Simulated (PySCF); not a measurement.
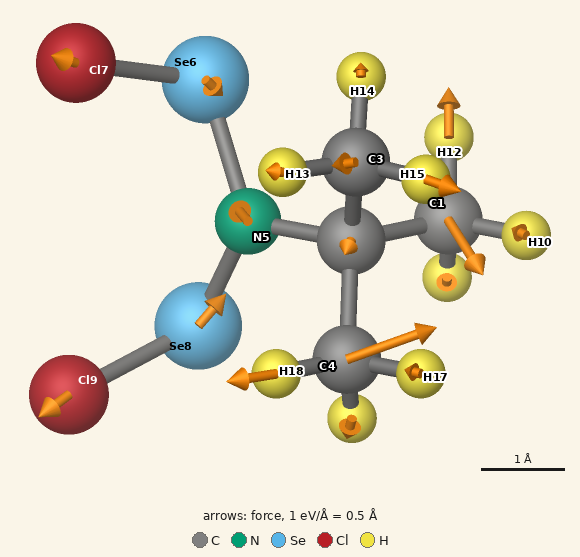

Starting geometry of C$_{4}$H$_{9}$Cl$_{2}$NSe$_{2}$ with the computed forces as orange arrows. The picture is a ball-and-stick view, seen from a free direction.

The start comes from GFN2-xTB. Its atoms were then displaced at random by about 0.01 Å.

Computed with PBE0-D3(BJ)/def2-SVP geometry optimisation, gas phase (PySCF). 

> What follows when this structure is relaxed?

It isn't relaxed: the largest force vector, on a C atom, is 2.35 eV/Å. The final displacements have little in common with the starting forces (cosine between the two patterns 0.23). The largest moves after the best rigid fit, 0.22 Å, are those of Cl atoms. By element the largest moves are Cl 0.22 Å, N 0.20 Å, H 0.14 Å, C 0.09 Å, Se 0.08 Å. Near-neighbour distances that change, for instance: Cl–Se 2.137 → 2.213 Å, N–Se 1.847 → 1.811 Å, C–H 1.065 → 1.101 Å, C–N 1.479 → 1.511 Å. Bond angles that change, for instance: N–Se–Cl 98.7° → 103.2°, C–C–N 106.9° → 109.9°, H–C–H 111.0° → 108.3°. Over 14 geometry steps the energy falls by 29.2 kJ/mol. The run took 8.5 min on 1 thread of Intel(R) Xeon(R) Platinum 8488C (shared host).
